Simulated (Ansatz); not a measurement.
## CHBrSi: nudged elastic band

- system: CHBrSi
- method: UKS B3LYP/def2-SVP (Ansatz 0.2.0)

One setting was made poor on purpose. It belongs to a series of runs on one base structure; here: band between the two ends. Figures and captions count atoms from 1; the log counts them from 0 in places.

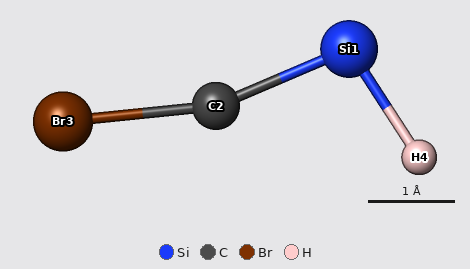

*The structure as given in the input (ball-and-stick view, seen on its broad side; atoms are numbered from 1 in the order of the input).*

Input:
```yaml
crystal:
  periodic: [false, false, false]
  atoms:
    - { symbol: Si, position_ang: [-0.549529, 1.084218, -0.218086] }
    - { symbol: C, position_ang: [0.383102, -0.231564, 0.296367] }
    - { symbol: Br, position_ang: [1.588013, -1.245043, 1.159304] }
    - { symbol: H, position_ang: [-1.421585, 0.392389, -1.237575] }
magnetization:
  spin_polarized: true
basis:
  gaussian: { orbitals: def2-SVP }
hamiltonian:
  xc: b3lyp
neb:
  order_check: false
  images: 5
  f_tol: 0.03
  max_iterations: 60
  max_displacement: 0.5
  optimiser: fire
  final_atoms:
    - { symbol: Si, position_ang: [0.01933188, 1.56752088, 0.4553242] }
    - { symbol: C, position_ang: [-0.27350725, 0.0232934, -0.25244667] }
    - { symbol: Br, position_ang: [1.08883161, -0.99942271, 0.75375316] }
    - { symbol: H, position_ang: [-0.83465525, -0.59139157, -0.95662069] }
  initial_path:
    images:
      - { positions_ang: [[-0.549529, 1.084218, -0.218086], [0.383102, -0.231564, 0.296367], [1.588013, -1.245043, 1.159304], [-1.421585, 0.392389, -1.237575]] }
      - { positions_ang: [[-0.52383281, 1.13096009, -0.18061155], [0.25499062, -0.29843251, 0.15715929], [1.53888553, -1.15929376, 1.13620307], [-1.27004234, 0.32676618, -1.11274081]] }
      - { positions_ang: [[-0.49813663, 1.17770217, -0.1431371], [0.12687925, -0.36530102, 0.01795158], [1.48975806, -1.07354451, 1.11310213], [-1.11849968, 0.26114336, -0.98790662]] }
      - { positions_ang: [[-0.47244044, 1.22444426, -0.10566264], [-0.00123213, -0.43216953, -0.12125613], [1.44063059, -0.98779527, 1.0900012], [-0.96695702, 0.19552054, -0.86307243]] }
      - { positions_ang: [[-0.30851633, 1.33880313, 0.08133297], [-0.0919905, -0.28034855, -0.16498631], [1.32336426, -0.99167108, 0.97791852], [-0.92285643, -0.0667835, -0.89425518]] }
      - { positions_ang: [[-0.14459222, 1.45316201, 0.26832858], [-0.18274888, -0.12852758, -0.20871649], [1.20609794, -0.9955469, 0.86583584], [-0.87875584, -0.32908753, -0.92543794]] }
      - { positions_ang: [[0.01933188, 1.56752088, 0.4553242], [-0.27350725, 0.0232934, -0.25244667], [1.08883161, -0.99942271, 0.75375316], [-0.83465525, -0.59139157, -0.95662069]] }
```

Run on 2 threads of Arm Neoverse V1, 24 GiB of memory available, shared host.

Launch command:
```bash
ansatz run input.yaml --threads 2 --pin off --max-ram 3072MiB --backend cpu --events-out ev --progress --plain --runs-dir out
```

Output:
```
Engine: ansatz 0.2.0, aarch64-unknown-linux-gnu
Functional definition: B3LYP
  parameter a0 = 0.2
  parameter ax = 0.72
  parameter ac = 0.81
  exchange = (1 - a0 - ax)*slater_x + ax*b88_x + a0*exact_x
  correlation = (1 - ac)*vwn_rpa_c + ac*lyp_c
717 factors; integrals over basis functions are off by at most 3.1e-4 eV
mean field evaluation 1: about -78957.2487 eV, gradient 3.2e1 eV
mean field evaluation 2: about -78930.1814 eV, gradient 6.4e1 eV
mean field evaluation 4: about -78962.2570 eV, gradient 8.0e0 eV
mean field evaluation 8: about -78962.7098 eV, gradient 1.7e-1 eV
mean field evaluation 16: about -78962.7100 eV, gradient 1.6e-5 eV
mean field -78962.70998550 eV, -2901.8260691201 hartree, gradient 1.6e-5 eV, S^2 0.000000; 2 other end points of the search recorded, 0 dependent functions left out
the calculation of the forces begins
reference -78962.71020078 eV, -2901.8260770312 hartree; 28, 28 occupied and 41, 41 virtual orbitals, 717 factors
717 factors; integrals over basis functions are off by at most 1.0e-3 eV
mean field evaluation 32: about -78964.1092 eV, gradient 1.9e-1 eV
mean field -78964.10949360 eV, -2901.8775000939 hartree, gradient 3.1e-5 eV, S^2 0.000000; 1 other end points of the search recorded, 0 dependent functions left out
[... from here on the field's lines of each further geometry are left out, up to the last ...]
NEB iter   1: max|band force component| = 4.320e0 eV/Å  barrier→ = 2.6319 eV  barrier← = 4.0314 eV  Δτ_max = 0.0892 Å  (621 SCF iters)
NEB iter   2: max|band force component| = 3.936e0 eV/Å  barrier→ = 1.8268 eV  barrier← = 3.2263 eV  Δτ_max = 0.1340 Å  (237 SCF iters)
NEB iter   3: max|band force component| = 3.337e0 eV/Å  barrier→ = 0.9930 eV  barrier← = 2.3925 eV  Δτ_max = 0.0511 Å  (245 SCF iters)
NEB iter   4: max|band force component| = 1.475e0 eV/Å  barrier→ = 0.8113 eV  barrier← = 2.2108 eV  Δτ_max = 0.0791 Å  (257 SCF iters)
NEB iter   5: max|band force component| = 2.398e0 eV/Å  barrier→ = 0.5642 eV  barrier← = 1.9637 eV  Δτ_max = 0.0427 Å  (189 SCF iters)
NEB iter   6: max|band force component| = 1.930e0 eV/Å  barrier→ = 0.4291 eV  barrier← = 1.8286 eV  Δτ_max = 0.0472 Å  (179 SCF iters)
NEB iter   7: max|band force component| = 2.974e0 eV/Å  barrier→ = 0.3465 eV  barrier← = 1.7460 eV  Δτ_max = 0.0439 Å  (193 SCF iters)
NEB iter   8: max|band force component| = 8.969e-1 eV/Å  barrier→ = 0.2347 eV  barrier← = 1.6342 eV  Δτ_max = 0.0520 Å  (186 SCF iters)
NEB iter   9: max|band force component| = 1.882e0 eV/Å  barrier→ = 0.2105 eV  barrier← = 1.6100 eV  Δτ_max = 0.0397 Å  (176 SCF iters)
NEB iter  10: max|band force component| = 1.375e0 eV/Å  barrier→ = 0.1239 eV  barrier← = 1.5234 eV  Δτ_max = 0.0206 Å  (183 SCF iters)
NEB iter  11: max|band force component| = 6.665e-1 eV/Å  barrier→ = 0.0934 eV  barrier← = 1.4929 eV  Δτ_max = 0.0313 Å  (178 SCF iters)
NEB iter  12: max|band force component| = 7.955e-1 eV/Å  barrier→ = 0.0600 eV  barrier← = 1.4595 eV  Δτ_max = 0.0396 Å  (176 SCF iters)
NEB iter  13: max|band force component| = 4.896e-1 eV/Å  barrier→ = 0.0181 eV  barrier← = 1.4177 eV  CI = image 1  Δτ_max = 0.0482 Å  (178 SCF iters)
NEB iter  14: max|band force component| = 7.650e-1 eV/Å  barrier→ = 0.0091 eV  barrier← = 1.4086 eV  CI = image 1  Δτ_max = 0.0561 Å  (168 SCF iters)
NEB iter  15: max|band force component| = 2.249e-1 eV/Å  barrier→ = 0.0074 eV  barrier← = 1.4069 eV  CI = image 1  Δτ_max = 0.0047 Å  (165 SCF iters)
NEB iter  16: max|band force component| = 1.922e-1 eV/Å  barrier→ = 0.0071 eV  barrier← = 1.4066 eV  CI = image 1  Δτ_max = 0.0090 Å  (168 SCF iters)
NEB iter  17: max|band force component| = 1.924e-1 eV/Å  barrier→ = 0.0069 eV  barrier← = 1.4064 eV  CI = image 1  Δτ_max = 0.0124 Å  (160 SCF iters)
NEB iter  18: max|band force component| = 2.002e-1 eV/Å  barrier→ = 0.0067 eV  barrier← = 1.4062 eV  CI = image 1  Δτ_max = 0.0152 Å  (170 SCF iters)
NEB iter  19: max|band force component| = 2.123e-1 eV/Å  barrier→ = 0.0067 eV  barrier← = 1.4062 eV  CI = image 1  Δτ_max = 0.0043 Å  (172 SCF iters)
NEB iter  20: max|band force component| = 1.814e-1 eV/Å  barrier→ = 0.0065 eV  barrier← = 1.4061 eV  CI = image 1  Δτ_max = 0.0062 Å  (157 SCF iters)
NEB iter  21: max|band force component| = 1.686e-1 eV/Å  barrier→ = 0.0066 eV  barrier← = 1.4061 eV  CI = image 1  Δτ_max = 0.0029 Å  (154 SCF iters)
NEB iter  22: max|band force component| = 1.586e-1 eV/Å  barrier→ = 0.0065 eV  barrier← = 1.4060 eV  CI = image 1  Δτ_max = 0.0056 Å  (159 SCF iters)
NEB iter  23: max|band force component| = 1.633e-1 eV/Å  barrier→ = 0.0066 eV  barrier← = 1.4061 eV  CI = image 1  Δτ_max = 0.0033 Å  (157 SCF iters)
NEB iter  24: max|band force component| = 1.467e-1 eV/Å  barrier→ = 0.0065 eV  barrier← = 1.4060 eV  CI = image 1  Δτ_max = 0.0049 Å  (156 SCF iters)
NEB iter  25: max|band force component| = 1.622e-1 eV/Å  barrier→ = 0.0066 eV  barrier← = 1.4061 eV  CI = image 1  Δτ_max = 0.0024 Å  (166 SCF iters)
NEB iter  26: max|band force component| = 1.323e-1 eV/Å  barrier→ = 0.0065 eV  barrier← = 1.4060 eV  CI = image 1  Δτ_max = 0.0045 Å  (168 SCF iters)
NEB iter  27: max|band force component| = 1.466e-1 eV/Å  barrier→ = 0.0066 eV  barrier← = 1.4061 eV  CI = image 1  Δτ_max = 0.0031 Å  (164 SCF iters)
NEB iter  28: max|band force component| = 1.195e-1 eV/Å  barrier→ = 0.0065 eV  barrier← = 1.4061 eV  CI = image 1  Δτ_max = 0.0041 Å  (166 SCF iters)
NEB iter  29: max|band force component| = 1.564e-1 eV/Å  barrier→ = 0.0066 eV  barrier← = 1.4061 eV  CI = image 1  Δτ_max = 0.0024 Å  (169 SCF iters)
NEB iter  30: max|band force component| = 1.072e-1 eV/Å  barrier→ = 0.0066 eV  barrier← = 1.4061 eV  CI = image 1  Δτ_max = 0.0018 Å  (157 SCF iters)
NEB iter  31: max|band force component| = 1.032e-1 eV/Å  barrier→ = 0.0066 eV  barrier← = 1.4061 eV  CI = image 1  Δτ_max = 0.0036 Å  (142 SCF iters)
NEB iter  32: max|band force component| = 9.538e-2 eV/Å  barrier→ = 0.0066 eV  barrier← = 1.4061 eV  CI = image 1  Δτ_max = 0.0053 Å  (162 SCF iters)
NEB iter  33: max|band force component| = 8.425e-2 eV/Å  barrier→ = 0.0066 eV  barrier← = 1.4061 eV  CI = image 1  Δτ_max = 0.0068 Å  (153 SCF iters)
NEB iter  34: max|band force component| = 6.984e-2 eV/Å  barrier→ = 0.0066 eV  barrier← = 1.4061 eV  CI = image 1  Δτ_max = 0.0081 Å  (165 SCF iters)
NEB iter  35: max|band force component| = 5.473e-2 eV/Å  barrier→ = 0.0066 eV  barrier← = 1.4061 eV  CI = image 1  Δτ_max = 0.0092 Å  (152 SCF iters)
NEB iter  36: max|band force component| = 5.139e-2 eV/Å  barrier→ = 0.0066 eV  barrier← = 1.4061 eV  CI = image 1  Δτ_max = 0.0111 Å  (154 SCF iters)
NEB iter  37: max|band force component| = 3.743e-2 eV/Å  barrier→ = 0.0066 eV  barrier← = 1.4061 eV  CI = image 1  Δτ_max = 0.0129 Å  (167 SCF iters)
the calculation of the forces begins
reference -78964.06405367 eV, -2901.8758302073 hartree; 28, 28 occupied and 41, 41 virtual orbitals, 718 factors
717 factors; integrals over basis functions are off by at most 3.2e-4 eV
mean field -78962.70333327 eV, -2901.8258246549 hartree, gradient 2.1e-5 eV, S^2 0.000000; 3 other end points of the search recorded, 0 dependent functions left out
the calculation of the forces begins
reference -78962.70354715 eV, -2901.8258325149 hartree; 28, 28 occupied and 41, 41 virtual orbitals, 717 factors
NEB iter  38: max|band force component| = 2.527e-2 eV/Å  barrier→ = 0.0067 eV  barrier← = 1.4062 eV  CI = image 1  Δτ_max = 0.0000 Å  (398 SCF iters)
```

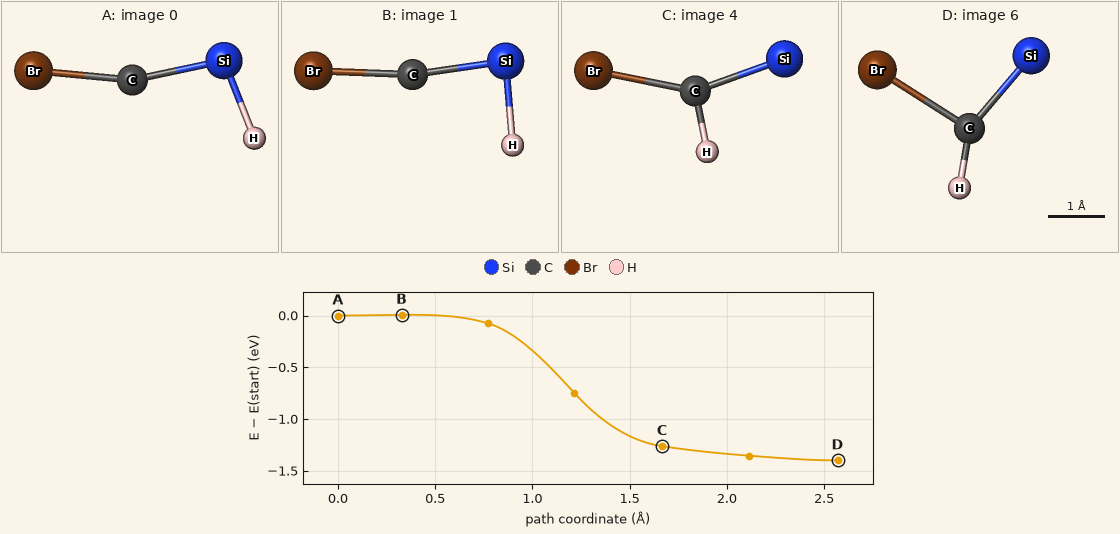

*Images of the last band (counted from 0; ball-and-stick, seen on its broad side) above the energy along the path; the line is a cubic interpolation that uses the forces.*

The highest image is number 1, 0.007 eV above the start and 1.406 eV above the end (the climbing image); the end lies 1.400 eV below the start. The path is 2.57 Å long. The band converged in 38 iterations.

```
Total energy: -78962.70354715 eV, -2901.8258325149 hartree
Atom 0 at    -0.579225     1.196845    -0.215164 Å, force     0.004449    -0.009443     0.001650 eV/Å
Atom 1 at     0.360582    -0.119903     0.308493 Å, force    -0.005316     0.004684    -0.003899 eV/Å
Atom 2 at     1.495733    -1.292086     1.057531 Å, force     0.005941    -0.001400     0.005323 eV/Å
Atom 3 at    -1.277089     0.215144    -1.150849 Å, force    -0.005074     0.006159    -0.003074 eV/Å
Dipole moment:     0.096882    -0.134862     0.054175 e Å
this run last wrote the band of iteration 38 to [file]
```

The last band as extended XYZ (Å, eV, eV/Å):
```
4
Properties=species:S:1:pos:R:3:forces:R:3 image=0 energy=-78962.70999
Si   -0.5495    1.0842   -0.2181   -0.0042  -0.0016  -0.0061
C     0.3831   -0.2316    0.2964   -0.0019   0.0014   0.0040
Br    1.5880   -1.2450    1.1593   -0.0029   0.0006  -0.0053
H    -1.4216    0.3924   -1.2376    0.0090  -0.0004   0.0074
4
Properties=species:S:1:pos:R:3:forces:R:3 image=1 energy=-78962.70333
Si   -0.5792    1.1968   -0.2152    0.0044  -0.0094   0.0016
C     0.3606   -0.1199    0.3085   -0.0053   0.0047  -0.0039
Br    1.4957   -1.2921    1.0575    0.0059  -0.0014   0.0053
H    -1.2771    0.2151   -1.1508   -0.0051   0.0062  -0.0031
4
Properties=species:S:1:pos:R:3:forces:R:3 image=2 energy=-78962.78413
Si   -0.6272    1.3227   -0.2247   -0.0490   0.1587  -0.0021
C     0.2905   -0.0165    0.2711   -0.1020   0.1350  -0.0589
Br    1.3731   -1.3124    0.9355   -0.1585  -0.0404  -0.1618
H    -1.0365    0.0062   -0.9819    0.3095  -0.2533   0.2228
4
Properties=species:S:1:pos:R:3:forces:R:3 image=3 energy=-78963.45732
Si   -0.6516    1.4438   -0.2133   -0.0797   0.6663   0.1114
C     0.1483    0.0081    0.1431   -0.7172   0.1024  -0.6522
Br    1.2846   -1.2838    0.8594   -0.5022   0.0600  -0.4600
H    -0.7814   -0.1680   -0.7891    1.2990  -0.8287   1.0008
4
Properties=species:S:1:pos:R:3:forces:R:3 image=4 energy=-78963.97172
Si   -0.5228    1.6484   -0.0350    0.0860   0.1030   0.1104
C     0.0180    0.0211    0.0229   -0.1071   0.0056  -0.1000
Br    1.1739   -1.2628    0.7605   -0.0405   0.0796  -0.0162
H    -0.6690   -0.4067   -0.7485    0.0616  -0.1883   0.0057
4
Properties=species:S:1:pos:R:3:forces:R:3 image=5 energy=-78964.06384
Si   -0.2428    1.6950    0.2428    0.0628  -0.0035   0.0586
C    -0.1279    0.0034   -0.1203   -0.0477  -0.0129  -0.0488
Br    1.1183   -1.1742    0.7328    0.0035   0.0652   0.0215
H    -0.7476   -0.5243   -0.8554   -0.0186  -0.0488  -0.0313
4
Properties=species:S:1:pos:R:3:forces:R:3 image=6 energy=-78964.10949
Si    0.0193    1.5675    0.4553   -0.0018  -0.0032  -0.0019
C    -0.2735    0.0233   -0.2524    0.0082   0.0057   0.0072
Br    1.0888   -0.9994    0.7538   -0.0001   0.0004   0.0004
H    -0.8347   -0.5914   -0.9566   -0.0063  -0.0029  -0.0057
```

Results in brief:

- outcome: converged
- barrier, forward: 0.007 eV
- barrier, backward: 1.406 eV
- wall time: 5.9 min (CPU time 11 min)
- peak memory: 0.2 GiB

Notes:

A deliberately poor setting: step length. The order of the saddle point was not checked.
